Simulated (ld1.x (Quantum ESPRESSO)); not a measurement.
**An RRKJ potential for Ga, from input to tests**

Task: generate the file, and judge it by its errors in other configurations, its logarithmic derivatives, its ghosts and its cutoff.

Program: ld1.x (Quantum ESPRESSO) 7.5. Reference atom: PBE, scalar-relativistic, spherical and spin-unpolarised. All values are calculated.

15 further runs of the same task are left out: 2 that didn't finish, 13 set aside as unsound or not needed.

**1. The atom and the settings**

The settings as typed:

```json
{
 "element": "gallium (Ga, Z = 31)",
 "type": "norm-conserving RRKJ (Kleinman–Bylander form)",
 "frozen core": "[Ar] 3d10",
 "valence charge": "3",
 "reference configuration": "4s2 4p1",
 "partial waves": "4s (bound): rc 2.10 bohr; 4p (bound): rc 2.70 bohr; 4d channel at 0.2 Ry: rc 2.25 bohr",
 "local potential": "all-electron potential smoothed inside 2.10 bohr (lloc = -2)",
 "core correction": "not asked for"
}
```

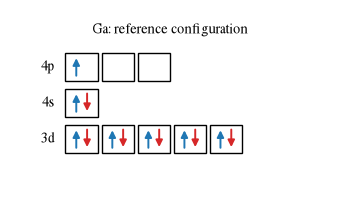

The outer shells as boxes. The arrows follow Hund's rule for the drawing; the calculation itself is spin-unpolarised.

The nodes and maxima of the atom's own shells, from an earlier all-electron run, set the scale for the radii.

All-electron outer shells of the reference configuration (PBE, scalar-relativistic, ld1.x):

```tsv
shell	level (eV)	outermost node (bohr)	outermost maximum (bohr)
3p	-98.86	0.24	0.56
3d	-19.15	–	0.53
4s	-8.95	0.81	1.90
4p	-2.58	0.87	2.53
```

**2. The generation run**

Contents of Ga.in:

```
 &input
   title='Ga', zed=31., rel=1, dft='PBE', iswitch=3,
   config='[Ar] 3d10 4s2 4p1 4d-2',
   nld=3, rlderiv=2.95, eminld=-3.0, emaxld=5.0, deld=0.02
 /
 &inputp
   pseudotype=2, tm=.false., rho0=0.001, lloc=-2, rcloc=2.10,
   nlcc=.false.,
   file_pseudopw='Ga.UPF', file_wfcaegen='ae.wfc', file_wfcncgen='nc.wfc', file_beta='beta', file_chi='chi'
 /
3
4S  1  0   2.00   0.00  2.10  2.10  0.0
4P  2  1   1.00   0.00  2.70  2.70  0.0
4D  3  2  -2.00   0.20  2.25  2.25  0.0
 &test
   configts(1)='4s2 4p1'
 /
```

The run is started by

```
$ ld1.x < Ga.in > Ga.out
```

Output in Ga.out (without the banner and most projector matrices):

```text
     Program LD1 v.7.5
     --------------------------- All-electron run ----------------------------

     Ga
     scalar relativistic calculation

     atomic number is 31.00
     dft =PBE   lsd =0 sic =0 latt =0  beta=0.20 tr2=1.0E-14
     Exchange-correlation= PBE
                           (   1   4   3   4   0   0   0)
     mesh =1205 r(mesh) = 101.09016 a.u. xmin = -7.00 dx = 0.01250
     1 Ry =  13.60569312 eV, c = 137.03599908

     n l     nl                  e(Ry)          e(Ha)          e(eV)
     1 0     1S 1( 2.00)      -751.8885      -375.9443    -10229.9645
     2 0     2S 1( 2.00)       -92.7792       -46.3896     -1262.3250
     2 1     2P 1( 6.00)       -80.7630       -40.3815     -1098.8366
     3 0     3S 1( 2.00)       -10.8870        -5.4435      -148.1258
     3 1     3P 1( 6.00)        -7.2660        -3.6330       -98.8592
     3 2     3D 1(10.00)        -1.4078        -0.7039       -19.1544
     4 0     4S 1( 2.00)        -0.6577        -0.3288        -8.9483
     4 1     4P 1( 1.00)        -0.1896        -0.0948        -2.5791

     final scf error:  1.8E-15 reached in  28 iterations

     Etot =   -3887.879138 Ry,   -1943.939569 Ha,  -52897.290452 eV

     Ekin =    3953.977613 Ry,    1976.988806 Ha,   53796.606017 eV
     Encl =   -9369.232565 Ry,   -4684.616282 Ha, -127474.903073 eV
     Eh   =    1678.315257 Ry,     839.157629 Ha,   22834.642352 eV
     Exc  =    -150.939443 Ry,     -75.469722 Ha,   -2053.635748 eV

     normalization and overlap integrals

     s(1S/1S) =  1.000000  <r> =   0.0486  <r2> =    0.0032  r(max) =   0.0319
     s(2S/2S) =  1.000000  <r> =   0.2178  <r2> =    0.0560  r(max) =   0.1833
     s(2P/2P) =  1.000000  <r> =   0.1907  <r2> =    0.0446  r(max) =   0.1464
     s(3S/3S) =  1.000000  <r> =   0.6518  <r2> =    0.4906  r(max) =   0.5647
     s(3P/3P) =  1.000000  <r> =   0.6791  <r2> =    0.5442  r(max) =   0.5647
     s(3D/3D) =  1.000000  <r> =   0.8106  <r2> =    0.8629  r(max) =   0.5305
     s(4S/4S) =  1.000000  <r> =   2.3423  <r2> =    6.3902  r(max) =   1.8984
     s(4P/4P) =  1.000000  <r> =   3.4262  <r2> =   14.2371  r(max) =   2.5307

     ------------------------ End of All-electron run ------------------------

     --------------------- Generating NC pseudopotential ---------------------

      Generating local potential from pseudized AE potential:
      Matching radius rcloc =   2.1000
      Enforcing V''(0)=0 (lloc=-2)

      Local pseudo, rcloc= 2.098 Estimated cut-off energy=     7.08 Ry

      Wfc   4S  rcut= 2.098  Estimated cut-off energy=       10.40 Ry
      Using 4 Bessel functions for this wfc, rho(0) = 0.001
      This function has    0 nodes for 0 < r <    2.098

      Wfc   4P  rcut= 2.694  Estimated cut-off energy=       24.00 Ry
      This function has    0 nodes for 0 < r <    2.694

      Wfc   4D  rcut= 2.261  Estimated cut-off energy=       43.19 Ry
      This function has    0 nodes for 0 < r <    2.261

     ------------------- End of pseudopotential generation -------------------

     [... the all-electron block is printed once more ...]


     Computing logarithmic derivative in   2.95880
     Computing logarithmic derivative in   2.95880
     Computing the partial wave expansion
     R is outside the sphere for l=    0 j= 0.00
     R is outside the sphere for l=    1 j= 0.00
     R is outside the sphere for l=    2 j= 0.00

     ---------------------- Testing the pseudopotential ----------------------

     Ga
     scalar relativistic calculation

     atomic number is 31.00   valence charge is  3.00
     dft =PBE   lsd =0 sic =0 latt =0  beta=0.20 tr2=1.0E-14
     mesh =1205 r(mesh) = 101.09016 xmin = -7.00 dx = 0.01250

     n l     nl             e AE (Ry)        e PS (Ry)    De AE-PS (Ry)
     1 0     4S   1( 2.00)       -0.65769       -0.65769        0.00000
     2 1     4P   1( 1.00)       -0.18956       -0.18956        0.00000

     eps = 2.7E-16  iter =  4

     Etot =   -3887.879138 Ry,   -1943.939569 Ha,  -52897.290452 eV
     Etotps =    -4.188807 Ry,      -2.094404 Ha,     -56.991625 eV

     Ekin =       1.503886 Ry,       0.751943 Ha,      20.461405 eV
     Encl =      -7.890874 Ry,      -3.945437 Ha,    -107.360814 eV
     Ehrt =       3.050058 Ry,       1.525029 Ha,      41.498154 eV
     Ecxc =      -1.271581 Ry,      -0.635790 Ha,     -17.300735 eV
     Epseu=       0.419704 Ry,       0.209852 Ha,       5.710364 eV

     ---------------------- End of pseudopotential test ----------------------
```

It took 1.4 s on 1 thread of Neoverse-V1, shared host. This counts the later configuration tests of the new file too.

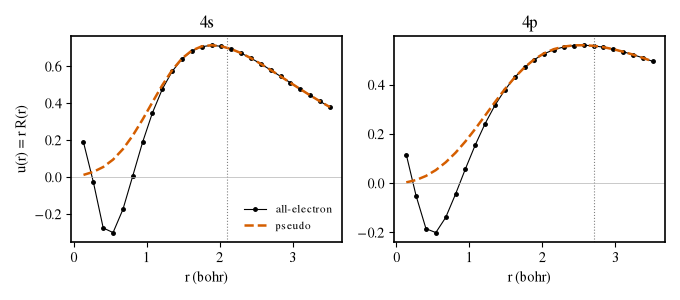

Bound waves of the atom and their pseudo partners (4s, 4p), with the matching radii dotted. The curves join 26 sampled radii, too few to resolve the innermost nodes.

**3. Configuration tests**

Contents of Ga.test.in:

```
 &input
   title='Ga', zed=31., rel=1, dft='PBE', iswitch=2,
   config='[Ar] 3d10 4s2 4p1 4d-2'
 /
 &test
   file_pseudo='Ga.UPF', nconf=8,
   configts(1)='4s2 4p1',
   configts(2)='4s2 4p0',
   configts(3)='4s1 4p0',
   configts(4)='4s2 4p0.5',
   configts(5)='4s2 4p1.3',
   configts(6)='4s0 4p3',
   configts(7)='4s1 4p2',
   configts(8)='4s1 4p1'
 /
```

The run is started by

```
$ ld1.x < Ga.test.in > Ga.test.out
```

Ga.test.out, the pseudopotential blocks:

```text
     ---------------------- Testing the pseudopotential ----------------------

     Ga
     scalar relativistic calculation

     atomic number is 31.00   valence charge is  3.00
     dft =PBE   lsd =0 sic =0 latt =0  beta=0.20 tr2=1.0E-14
     mesh =1205 r(mesh) = 101.09016 xmin = -7.00 dx = 0.01250

     n l     nl             e AE (Ry)        e PS (Ry)    De AE-PS (Ry)
     1 0     4S   1( 2.00)       -0.65769       -0.65769        0.00000
     2 1     4P   1( 1.00)       -0.18956       -0.18956        0.00000

     eps = 5.6E-15  iter = 17

     Etot =   -3887.879138 Ry,   -1943.939569 Ha,  -52897.290452 eV
     Etotps =    -4.188807 Ry,      -2.094404 Ha,     -56.991625 eV

     Ekin =       1.503886 Ry,       0.751943 Ha,      20.461405 eV
     Encl =      -7.890874 Ry,      -3.945437 Ha,    -107.360814 eV
     Ehrt =       3.050058 Ry,       1.525029 Ha,      41.498155 eV
     Ecxc =      -1.271581 Ry,      -0.635790 Ha,     -17.300735 eV
     Epseu=       0.419704 Ry,       0.209852 Ha,       5.710364 eV

     ---------------------- End of pseudopotential test ----------------------

     ---------------------- Testing the pseudopotential ----------------------

     Ga
     scalar relativistic calculation

     atomic number is 31.00   valence charge is  3.00
     dft =PBE   lsd =0 sic =0 latt =0  beta=0.20 tr2=1.0E-14
     mesh =1205 r(mesh) = 101.09016 xmin = -7.00 dx = 0.01250

     n l     nl             e AE (Ry)        e PS (Ry)    De AE-PS (Ry)
     1 0     4S   1( 2.00)       -1.20034       -1.20072        0.00038
     2 1     4P   1( 0.00)       -0.66647       -0.66434       -0.00213

     eps = 2.4E-15  iter = 19

     Etot =   -3887.461073 Ry,   -1943.730537 Ha,  -52891.602393 eV
     Etotps =    -3.771452 Ry,      -1.885726 Ha,     -51.313215 eV
     dEtot_ae =       0.418065 Ry
     dEtot_ps =       0.417355 Ry,   Delta E=       0.000709 Ry

     Ekin =       1.114644 Ry,       0.557322 Ha,      15.165504 eV
     Encl =      -6.016560 Ry,      -3.008280 Ha,     -81.859468 eV
     Ehrt =       1.628348 Ry,       0.814174 Ha,      22.154808 eV
     Ecxc =      -0.906372 Ry,      -0.453186 Ha,     -12.331825 eV
     Epseu=       0.408488 Ry,       0.204244 Ha,       5.557765 eV

     ---------------------- End of pseudopotential test ----------------------

     ---------------------- Testing the pseudopotential ----------------------

     Ga
     scalar relativistic calculation

     atomic number is 31.00   valence charge is  3.00
     dft =PBE   lsd =0 sic =0 latt =0  beta=0.20 tr2=1.0E-14
     mesh =1205 r(mesh) = 101.09016 xmin = -7.00 dx = 0.01250

     n l     nl             e AE (Ry)        e PS (Ry)    De AE-PS (Ry)
     1 0     4S   1( 1.00)       -1.91606       -1.90133       -0.01473  !
     2 1     4P   1( 0.00)       -1.30377       -1.28984       -0.01393  !

     eps = 5.8E-16  iter = 19

     Etot =   -3885.908206 Ry,   -1942.954103 Ha,  -52870.474558 eV
     Etotps =    -2.222393 Ry,      -1.111196 Ha,     -30.237194 eV
     dEtot_ae =       1.970932 Ry
     dEtot_ps =       1.966414 Ry,   Delta E=       0.004517 Ry

     Ekin =       0.642767 Ry,       0.321383 Ha,       8.745287 eV
     Encl =      -3.150283 Ry,      -1.575142 Ha,     -42.861786 eV
     Ehrt =       0.432327 Ry,       0.216163 Ha,       5.882104 eV
     Ecxc =      -0.395940 Ry,      -0.197970 Ha,      -5.387043 eV
     Epseu=       0.248737 Ry,       0.124369 Ha,       3.384245 eV

     ---------------------- End of pseudopotential test ----------------------

     ---------------------- Testing the pseudopotential ----------------------

     Ga
     scalar relativistic calculation

     atomic number is 31.00   valence charge is  3.00
     dft =PBE   lsd =0 sic =0 latt =0  beta=0.20 tr2=1.0E-14
     mesh =1205 r(mesh) = 101.09016 xmin = -7.00 dx = 0.01250

     n l     nl             e AE (Ry)        e PS (Ry)    De AE-PS (Ry)
     1 0     4S   1( 2.00)       -0.91338       -0.91375        0.00037
     2 1     4P   1( 0.50)       -0.41320       -0.41259       -0.00062

     eps = 8.7E-16  iter = 19

     Etot =   -3887.729917 Ry,   -1943.864958 Ha,  -52895.260192 eV
     Etotps =    -4.039706 Ry,      -2.019853 Ha,     -54.962999 eV
     dEtot_ae =       0.149221 Ry
     dEtot_ps =       0.149101 Ry,   Delta E=       0.000120 Ry

     Ekin =       1.349924 Ry,       0.674962 Ha,      18.366655 eV
     Encl =      -7.028531 Ry,      -3.514265 Ha,     -95.628034 eV
     Ehrt =       2.321416 Ry,       1.160708 Ha,      31.584472 eV
     Ecxc =      -1.100850 Ry,      -0.550425 Ha,     -14.977824 eV
     Epseu=       0.418335 Ry,       0.209167 Ha,       5.691732 eV

     ---------------------- End of pseudopotential test ----------------------

     ---------------------- Testing the pseudopotential ----------------------

     Ga
     scalar relativistic calculation

     atomic number is 31.00   valence charge is  3.00
     dft =PBE   lsd =0 sic =0 latt =0  beta=0.20 tr2=1.0E-14
     mesh =1205 r(mesh) = 101.09016 xmin = -7.00 dx = 0.01250

     n l     nl             e AE (Ry)        e PS (Ry)    De AE-PS (Ry)
     1 0     4S   1( 2.00)       -0.52577       -0.52559       -0.00017
     2 1     4P   1( 1.30)       -0.07511       -0.07529        0.00018

     eps = 6.0E-16  iter = 17

     Etot =   -3887.918382 Ry,   -1943.959191 Ha,  -52897.824395 eV
     Etotps =    -4.228086 Ry,      -2.114043 Ha,     -57.526034 eV
     dEtot_ae =      -0.039244 Ry
     dEtot_ps =      -0.039278 Ry,   Delta E=       0.000034 Ry

     Ekin =       1.556080 Ry,       0.778040 Ha,      21.171545 eV
     Encl =      -8.317079 Ry,      -4.158540 Ha,    -113.159629 eV
     Ehrt =       3.470256 Ry,       1.735128 Ha,      47.215238 eV
     Ecxc =      -1.355295 Ry,      -0.677647 Ha,     -18.439726 eV
     Epseu=       0.417953 Ry,       0.208976 Ha,       5.686539 eV

     ---------------------- End of pseudopotential test ----------------------

     ---------------------- Testing the pseudopotential ----------------------

     Ga
     scalar relativistic calculation

     atomic number is 31.00   valence charge is  3.00
     dft =PBE   lsd =0 sic =0 latt =0  beta=0.20 tr2=1.0E-14
     mesh =1205 r(mesh) = 101.09016 xmin = -7.00 dx = 0.01250

     n l     nl             e AE (Ry)        e PS (Ry)    De AE-PS (Ry)
     1 0     4S   1( 0.00)       -0.80735       -0.79943       -0.00792  !
     2 1     4P   1( 3.00)       -0.29537       -0.29581        0.00044

     eps = 9.1E-15  iter = 25

     Etot =   -3886.896388 Ry,   -1943.448194 Ha,  -52883.919461 eV
     Etotps =    -3.212733 Ry,      -1.606366 Ha,     -43.711454 eV
     dEtot_ae =       0.982750 Ry
     dEtot_ps =       0.976075 Ry,   Delta E=       0.006675 Ry

     Ekin =       1.868141 Ry,       0.934070 Ha,      25.417352 eV
     Encl =      -6.865847 Ry,      -3.432923 Ha,     -93.414602 eV
     Ehrt =       2.647830 Ry,       1.323915 Ha,      36.025562 eV
     Ecxc =      -1.111946 Ry,      -0.555973 Ha,     -15.128802 eV
     Epseu=       0.249090 Ry,       0.124545 Ha,       3.389036 eV

     ---------------------- End of pseudopotential test ----------------------

     ---------------------- Testing the pseudopotential ----------------------

     Ga
     scalar relativistic calculation

     atomic number is 31.00   valence charge is  3.00
     dft =PBE   lsd =0 sic =0 latt =0  beta=0.20 tr2=1.0E-14
     mesh =1205 r(mesh) = 101.09016 xmin = -7.00 dx = 0.01250

     n l     nl             e AE (Ry)        e PS (Ry)    De AE-PS (Ry)
     1 0     4S   1( 1.00)       -0.73819       -0.73608       -0.00211
     2 1     4P   1( 2.00)       -0.24611       -0.24701        0.00090

     eps = 8.2E-15  iter = 21

     Etot =   -3887.398627 Ry,   -1943.699314 Ha,  -52890.752772 eV
     Etotps =    -3.709577 Ry,      -1.854788 Ha,     -50.471363 eV
     dEtot_ae =       0.480511 Ry
     dEtot_ps =       0.479230 Ry,   Delta E=       0.001280 Ry

     Ekin =       1.670091 Ry,       0.835045 Ha,      22.722742 eV
     Encl =      -7.360787 Ry,      -3.680393 Ha,    -100.148603 eV
     Ehrt =       2.819856 Ry,       1.409928 Ha,      38.366099 eV
     Ecxc =      -1.176852 Ry,      -0.588426 Ha,     -16.011882 eV
     Epseu=       0.338114 Ry,       0.169057 Ha,       4.600280 eV

     ---------------------- End of pseudopotential test ----------------------

     ---------------------- Testing the pseudopotential ----------------------

     Ga
     scalar relativistic calculation

     atomic number is 31.00   valence charge is  3.00
     dft =PBE   lsd =0 sic =0 latt =0  beta=0.20 tr2=1.0E-14
     mesh =1205 r(mesh) = 101.09016 xmin = -7.00 dx = 0.01250

     n l     nl             e AE (Ry)        e PS (Ry)    De AE-PS (Ry)
     1 0     4S   1( 1.00)       -1.28054       -1.27813       -0.00241
     2 1     4P   1( 1.00)       -0.73071       -0.73094        0.00023

     eps = 7.8E-15  iter = 15

     Etot =   -3886.919219 Ry,   -1943.459609 Ha,  -52884.230082 eV
     Etotps =    -3.229335 Ry,      -1.614668 Ha,     -43.937348 eV
     dEtot_ae =       0.959920 Ry
     dEtot_ps =       0.959472 Ry,   Delta E=       0.000448 Ry

     Ekin =       1.306381 Ry,       0.653191 Ha,      17.774225 eV
     Encl =      -5.496540 Ry,      -2.748270 Ha,     -74.784239 eV
     Ehrt =       1.450860 Ry,       0.725430 Ha,      19.739952 eV
     Ecxc =      -0.806773 Ry,      -0.403386 Ha,     -10.976705 eV
     Epseu=       0.316736 Ry,       0.158368 Ha,       4.309419 eV

     ---------------------- End of pseudopotential test ----------------------
```

Energies count from the reference configuration 4s2 4p1; the error is all-electron less pseudo.

| valence configuration | charge | ΔE all-electron (eV) | error AE − PS (meV) |
| --- | --- | --- | --- |
| 4s2 4p0 | +1 | 5.688 | +9.6 |
| 4s1 4p0 | +2 | 26.816 | +61 |
| 4s2 4p0.5 | +0.5 | 2.030 | +1.6 |
| 4s2 4p1.3 | -0.3 | -0.534 | +0.5 |
| 4s0 4p3 | 0 | 13.371 | +91 |
| 4s1 4p2 | 0 | 6.538 | +17 |
| 4s1 4p1 | +1 | 13.060 | +6.1 |

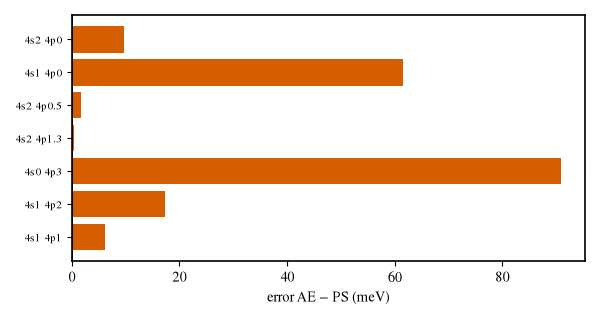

Error of the potential in each test configuration.

**4. Does it scatter like the atom?**

Taken from the files of the generation run. The phase is arctan(r·u′/u) with u = r·R, unwrapped, with energies in Ry. A pole is an energy at which the radial function vanishes at the test radius. The pseudo phase is shifted by a multiple of π to meet the all-electron one at the reference energy. Levels narrower than the energy grid can be missing from the poles. The last column is the largest difference on the grid between −1 and +1 Ry.

| channel | radius (bohr) | reference (Ry) | poles AE | poles PS | window around the reference with phases within 0.05 rad (Ry) | largest difference near zero (rad) |
| --- | --- | --- | --- | --- | --- | --- |
| s | 2.96 | -0.66 | -0.03 | -0.03 | below 2.0 | 0.002 |
| p | 2.96 | -0.19 | 0.91 | 0.90 | below 2.5 | 0.002 |
| d | 2.96 | 0.20 | -1.39, 2.58 | 2.25 | -1.3 to 0.7 | 0.073 |

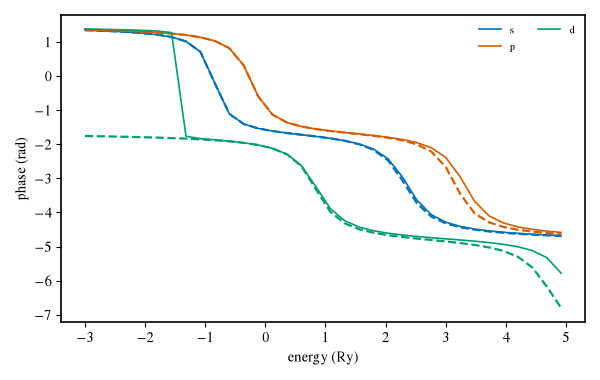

Phases by channel: all-electron solid, pseudo dashed.

**5. Plane-wave convergence, by spherical Bessel functions**

This step uses the generator's waves and projectors in a separate script. Basis: spherical Bessel functions vanishing at 20 bohr, q² up to the cutoff; potential fixed at the reference.

All-electron valence levels (Ry): 4s -0.6577, 4p -0.1896. The lowest levels of each channel (Ry) by cutoff; the last column sums, over occupied levels, occupation times the distance from the level at 400 Ry. A positive value at high cutoff is not a bound level.

```tsv
cutoff (Ry)	s #1	p #1	d #1	f #1	Σ f·Δε (mRy)
8	-0.6234	-0.1863	-0.4444	0.1018	71.9
10	-0.6415	-0.1873	-1.2789	0.1018	34.7
12	-0.6512	-0.1883	-6.5966	0.1018	14.2
15	-0.6552	-0.1893	-18.7843	0.1018	5.2
18	-0.6564	-0.1895	-42.9365	0.1018	2.6
25	-0.6566	-0.1895	-67.0609	0.1018	2.3
30	-0.6571	-0.1896	-73.1973	0.1018	1.2
35	-0.6575	-0.1896	-74.0554	0.1018	0.4
40	-0.6577	-0.1896	-74.0962	0.1018	0.1
45	-0.6577	-0.1896	-74.1968	0.1018	0.0
400	-0.6577	-0.1896	-74.3318	0.1018	0.0
```

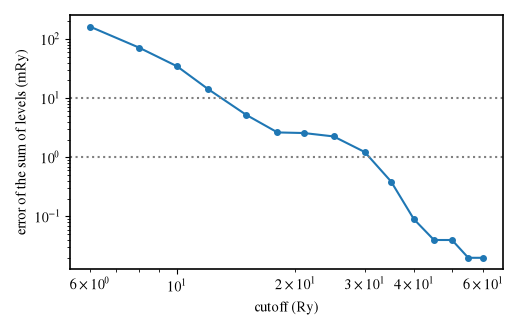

Occupation-weighted error of the valence levels against the cutoff; the dotted lines mark 10 and 1 mRy.

The sum stays within 10 mRy from 15 Ry and within 1 mRy from 35 Ry. The sum leaves out empty levels, which can need more. Ghost test: ghost state, bound below the all-electron valence or empty levels of the same l: d at -1011.3 eV.

**6. Summary of results**

```
                                                quantity                 value
               cutoffs for 10 and 1 mRy, occupied levels       15 Ry and 35 Ry
                                            bound ghosts      d at -1011.34 eV
                            largest test error (AE − PS)  +91 meV, for 4s0 4p3
largest phase difference near zero energy, channels read             0.073 rad
```

What this shows: A bound ghost (d) makes it unfit for use: electrons can fall into a state that the atom doesn't have. By total energies transferability is fair: the largest error is 91 meV on 13.4 eV, for 4s0 4p3. The potential is soft on the atom at that tolerance: the looser tolerance needs 15 Ry. The slowest occupied level is 4s: taken alone it needs 30 Ry to come within 1 mRy, against 15 Ry for 4p. Of the channels read, d scatters worst near zero energy, by up to 0.07 rad. All of this concerns the isolated atom, not yet a solid.
